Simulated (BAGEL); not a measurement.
# UHF/def2-TZVP (density fitting with cc-pvqz-jkfit) run of N2H3 (hydrazinyl radical)

What is the vertical ionisation energy of N2H3 (hydrazinyl radical) at UHF/def2-TZVP (density fitting with cc-pvqz-jkfit)? 

The results are computed with BAGEL 1.2.2.

1 further run of the same task is left out (set aside as unsound or not needed). Runs told in other sessions of the task aren't counted.

### Step 1. Starting point

N2H3 has 5 atoms, charge 0, and is taken as a doublet. SMILES: `[NH]N`. The coordinates come from a PBE0-D4/def2-TZVP relaxation. This is one conformer, not always the lowest.

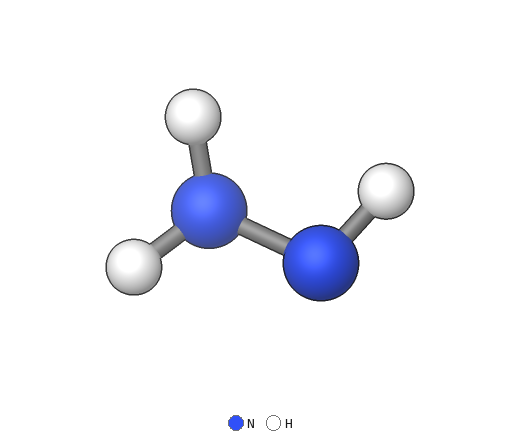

Viewed from a chosen angle; nitrogen blue, hydrogen white.

### Step 2. A single-point energy at UHF/def2-TZVP (density fitting with cc-pvqz-jkfit)

Contents of hf.json:

```json
{ "bagel" : [

{
  "title" : "molecule",
  "basis" : "def2-tzvp.json",
  "df_basis" : "cc-pvqz-jkfit",
  "angstrom" : true,
  "geometry" : [
    { "atom" : "N", "xyz" : [   -0.187600,   -0.818050,    0.454040 ] },
    { "atom" : "N", "xyz" : [   -0.128660,    0.235610,   -0.368450 ] },
    { "atom" : "H", "xyz" : [    0.759840,   -0.951450,    0.811270 ] },
    { "atom" : "H", "xyz" : [   -1.030950,    0.592300,   -0.640030 ] },
    { "atom" : "H", "xyz" : [    0.587360,    0.941580,   -0.256830 ] }
  ]
},
{ "title" : "uhf", "nopen" : 1 },
{ "title" : "print", "file" : "orbitals.molden", "orbitals" : true }

]}
```

The basis set def2-TZVP is read from a file made from the Basis Set Exchange's data (not shown).

Started as:

```
$ BAGEL_NUM_THREADS=1 BAGEL hf.json > hf.out
```

Standard output:

```text
* using 1 threads per process

  ===============================================================
  ===============================================================

  *** Geometry ***

  { "atom" : "N", "xyz" : [     -0.354513,     -1.545890,      0.858011 ] },
  { "atom" : "N", "xyz" : [     -0.243132,      0.445238,     -0.696270 ] },
  { "atom" : "H", "xyz" : [      1.435889,     -1.797980,      1.533078 ] },
  { "atom" : "H", "xyz" : [     -1.948213,      1.119285,     -1.209481 ] },
  { "atom" : "H", "xyz" : [      1.109950,      1.779328,     -0.485338 ] },

  Number of auxiliary basis functions:      365

  Since a DF basis is specified, we compute 2- and 3-index integrals:
    o Being stored without compression. Storage requirement is 0.019 GB

  Number of basis functions:       80
  Number of electrons      :       17

    * METHOD: MOLECULE                             0.10

  *** Open-shell HF ***

  === Nuclear Repulsion ===
    36.7279946837

      * DIIS with orbital gradients will be used.

  === UHF iteration (def2-tzvp.json) ===
      0       -110.51584286          0.04154577           0.03
      1       -110.59868010          0.01939475           0.03
      2       -110.61627391          0.00988753           0.03
      3       -110.62166493          0.00177959           0.03
      4       -110.62299393          0.00089279           0.03
      5       -110.62355810          0.00052966           0.03
      6       -110.62369570          0.00012657           0.03
      7       -110.62371185          0.00006275           0.03
      8       -110.62371829          0.00002954           0.03
      9       -110.62371967          0.00001994           0.03
     10       -110.62372030          0.00001167           0.03
     11       -110.62372044          0.00000546           0.03
     12       -110.62372047          0.00000280           0.03
     13       -110.62372048          0.00000122           0.03
     14       -110.62372049          0.00000049           0.03
     15       -110.62372049          0.00000022           0.03
     16       -110.62372049          0.00000013           0.03
     17       -110.62372049          0.00000008           0.03
     18       -110.62372049          0.00000004           0.03
     19       -110.62372049          0.00000002           0.03
     20       -110.62372049          0.00000001           0.03
     21       -110.62372049          0.00000000           0.03
    * SCF iteration converged.

    * S^2 (UHF) is 0.7657

    * Permanent dipole moment:
           (   -0.483719,    -0.831054,     0.033176) a.u.

    * METHOD: UHF                                  0.70

    * METHOD: PRINT                                0.01

  ===============================================================
```

It took 0.93 s on 1 thread of Arm Neoverse V2, shared host.

### Step 3. The singlet cation

Contents of input.json:

```json
{ "bagel" : [

{
  "title" : "molecule",
  "basis" : "def2-tzvp.json",
  "df_basis" : "cc-pvqz-jkfit",
  "angstrom" : true,
  "geometry" : [
    { "atom" : "N", "xyz" : [      -0.187600,      -0.818050,       0.454040 ] },
    { "atom" : "N", "xyz" : [      -0.128660,       0.235610,      -0.368450 ] },
    { "atom" : "H", "xyz" : [       0.759840,      -0.951450,       0.811270 ] },
    { "atom" : "H", "xyz" : [      -1.030950,       0.592300,      -0.640030 ] },
    { "atom" : "H", "xyz" : [       0.587360,       0.941580,      -0.256830 ] }
  ]
},

{ "title" : "hf", "charge" : 1 },

{ "title" : "print", "file" : "orbitals.molden", "orbitals" : true }

]}
```

The basis set def2-TZVP is read from a file made from the Basis Set Exchange's data (not shown).

Started as:

```
$ BAGEL_NUM_THREADS=1 BAGEL input.json > input.out
```

Standard output:

```text
* using 1 threads per process

  ===============================================================
  ===============================================================

  *** Geometry ***

  { "atom" : "N", "xyz" : [     -0.354513,     -1.545890,      0.858011 ] },
  { "atom" : "N", "xyz" : [     -0.243132,      0.445238,     -0.696270 ] },
  { "atom" : "H", "xyz" : [      1.435889,     -1.797980,      1.533078 ] },
  { "atom" : "H", "xyz" : [     -1.948213,      1.119285,     -1.209481 ] },
  { "atom" : "H", "xyz" : [      1.109950,      1.779328,     -0.485338 ] },

  Number of auxiliary basis functions:      365

  Since a DF basis is specified, we compute 2- and 3-index integrals:
    o Being stored without compression. Storage requirement is 0.019 GB

  Number of basis functions:       80
  Number of electrons      :       17

    * METHOD: MOLECULE                             0.10

  *** RHF ***

  === Nuclear Repulsion ===
    36.7279946837

      * DIIS with orbital gradients will be used.

  === RHF iteration (def2-tzvp.json) ===
      0       -110.27808766          0.01327453           0.01
      1       -110.31956545          0.00326797           0.01
      2       -110.32287222          0.00113825           0.01
      3       -110.32330324          0.00046334           0.01
      4       -110.32345418          0.00032785           0.02
      5       -110.32350464          0.00010974           0.02
      6       -110.32351487          0.00003157           0.02
      7       -110.32351538          0.00000902           0.02
      8       -110.32351543          0.00000398           0.02
      9       -110.32351545          0.00000216           0.02
     10       -110.32351546          0.00000105           0.01
     11       -110.32351546          0.00000065           0.01
     12       -110.32351546          0.00000018           0.01
     13       -110.32351546          0.00000008           0.02
     14       -110.32351546          0.00000003           0.02
     15       -110.32351546          0.00000001           0.02
    * SCF iteration converged.

    * Permanent dipole moment:
           (   -0.541083,    -0.738537,    -0.008538) a.u.

    * METHOD: HF                                   0.29

    * METHOD: PRINT                                0.01

  ===============================================================
```

It took 0.52 s on 1 thread of Arm Neoverse V2, shared host.

### Step 4. Summary of results

Level: UHF/def2-TZVP (density fitting with cc-pvqz-jkfit).

```
                                          quantity          value
                        doublet N2H3: total energy  -110.62372 Eh
                       doublet N2H3: dipole moment         2.45 D
                                doublet N2H3: ⟨S²⟩          0.766
                      singlet cation: total energy  -110.32352 Eh
                       singlet cation: HOMO energy      -22.14 eV
                       singlet cation: LUMO energy       -6.48 eV
                     singlet cation: HOMO–LUMO gap       15.66 eV
vertical ionisation energy (to the singlet cation)       8.169 eV
```

**Reading.** The vertical ionisation energy comes to 8.17 eV (788 kJ/mol).
